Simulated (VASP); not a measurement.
Band structure of Te$_{2}$W (relaxed from the CdCl2 structure, space group R-3m). Calculation: PBEsol GGA, VASP's PBE PAW potentials (set 64) (plane waves; VASP).

Unless said otherwise, spin-orbit coupling is left out, though it shifts the bands of the heavy elements here.

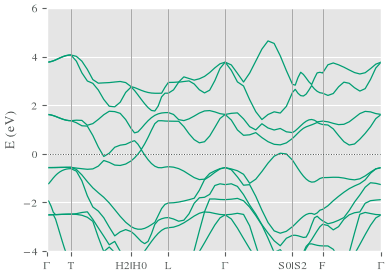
*Bands along high-symmetry lines, zero at the valence-band maximum or, without a gap, the Fermi level*

### Question
Read the plot: is there a gap, and where are the band edges?

### Answer
It has no gap at this level: it comes out as a metal or semimetal. (Edges off the drawn lines would not show.)

The structure was generated: Te2W was put into the CdCl2 type (R-3m), which need not be its known phase. It was relaxed first, which changed the volume by -28 %.
